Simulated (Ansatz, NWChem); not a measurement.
**A small benchmark: dipole moment**

8 molecules of light elements (H to F); the dipole moment in D, computed less measured. Shapes, held fixed at every level: PBE0-D4/def2-TZVP. No vibrational averaging. Dipoles are compared by magnitude; molecules under 1 D, whose direction can flip, are left out. Programs: Ansatz 0.2.0, NWChem 7.3.0. Measured values: NIST CCCBDB.

Levels: A = PBE-D4/def2-TZVPP; B = r2SCAN-D4/def2-TZVPP; C = B3LYP/6-31G* (Cartesian functions); D = wB97M-V/def2-TZVPP.

| molecule | measured | A | B | C | D |
| --- | --- | --- | --- | --- | --- |
| HOF (hypofluorous acid) | 2.23 | -0.35 | -0.30 | -0.26 | -0.27 |
| H2CO (formaldehyde) | 2.33 | -0.21 | -0.10 | -0.19 | 0.00 |
| CHFO (formyl fluoride) | 2.02 | -0.07 | +0.02 | -0.05 | +0.09 |
| CH3F (SMILES CF) | 1.85 | -0.18 | -0.12 | -0.16 | -0.07 |
| C2H2F2 (vinylidene fluoride) | 1.38 | -0.39 | -0.34 | -0.43 | -0.24 |
| CH4O (methanol) | 1.70 | -0.14 | -0.10 | -0.03 | -0.06 |
| C2H4F2 (1,1-difluoroethane) | 2.27 | -0.22 | -0.13 | -0.34 | -0.08 |
| C2H5N (N-methylmethanimine) | 1.53 | -0.17 | -0.10 | -0.12 | -0.02 |

Problem. Which level does best on this set, which worst, and which err to one side?

Solution. 
```csv
level,kind,mean error,mean absolute error,worst case
PBE-D4/def2-TZVPP,GGA,-0.216,0.216,C2H2F2
r2SCAN-D4/def2-TZVPP,meta-GGA,-0.146,0.151,C2H2F2
B3LYP/6-31G* (Cartesian functions),global hybrid,-0.198,0.198,C2H2F2
wB97M-V/def2-TZVPP,range-separated hybrid,-0.081,0.104,HOF
```

On this set wB97M-V/def2-TZVPP has the smallest mean absolute error and PBE-D4/def2-TZVPP the largest. PBE-D4/def2-TZVPP is too low in 8 of 8; r2SCAN-D4/def2-TZVPP is too low in 7 of 8; B3LYP/6-31G* (Cartesian functions) is too low in 8 of 8; wB97M-V/def2-TZVPP is too low in 6 of 8. The tabulated value of HOF is in doubt (older tables, estimates, or at odds with other calculations) and kept here. Over the 7 molecules whose values aren't doubted the mean absolute errors are A 0.197; B 0.130; C 0.189; D 0.080. The largest two are near a tie. The set is small.

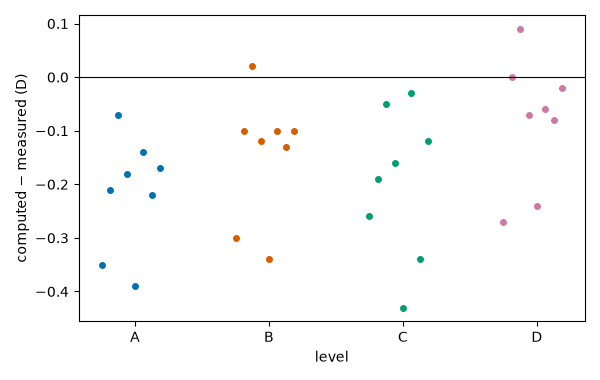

Errors of each level, one point a molecule.
